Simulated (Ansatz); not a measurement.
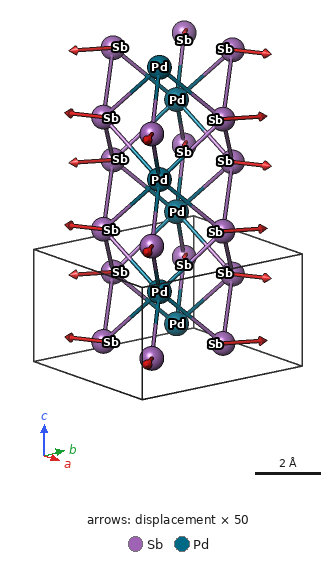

A relaxation of solid Sb3Pd (built on the Ni3Sn (D0_19)_194 type) (coarse preliminary run). The starting structure is drawn; red arrows show the displacements (the part carried along by the change of the cell is left out), 50 times their true length.

The picture is a ball-and-stick view of the cell of the calculation, repeated 1 × 1 × 3 with one cell outlined, seen slightly off an axis.

Case: Ni3Sn (D0_19) type (P6_3/mmc, No. 194).

Method: Ansatz 0.2.0, DFT PBE, scalar-relativistic, plane waves, PAW. Set-up: plane-wave cutoff 420 eV; k-point mesh 3 × 3 × 6; occupations gaussian; smearing width 0.1 eV; no spin polarisation; cell and atoms relaxed; force threshold 0.04 eV/Å; at most 70 steps.

Atoms of which element are displaced furthest, and by how much?

Antimony: up to 0.030 Å, against 0.000 Å for palladium.

What happened in the run?

The largest moves relative to the cell, 0.030 Å, are those of Sb atoms. Pd stays in place. The volume changes by −0.7 %, with a = b 8.323 → 8.303 Å (−0.2 %), c 3.502 → 3.496 Å (−0.2 %). Near-neighbour distances that change, for instance: Sb–Sb 3.189 → 3.156 Å, Pd–Sb 2.765 → 2.783 Å. The space group stays P6_3/mmc (No. 194). After 1 accepted move (3 points after the start) the energy has fallen by 2.7 meV per atom. The largest force component goes from 0.21 to 0.0088 eV/Å. Pressure: −0.08 GPa at the start and −0.12 GPa at the end. The line search rejected the trial step at point 1 of the run. The SCF was repeated once at an unchanged geometry on a basis and grid sized afresh for the cell, which shifted the energy by 0.1 meV per atom at most. The run took 46 s on 1 thread of Intel(R) Xeon(R) Platinum 8259CL CPU @ 2.50GHz (Skylake/Cascade Lake), on a shared host, peak memory 0.6 GiB.
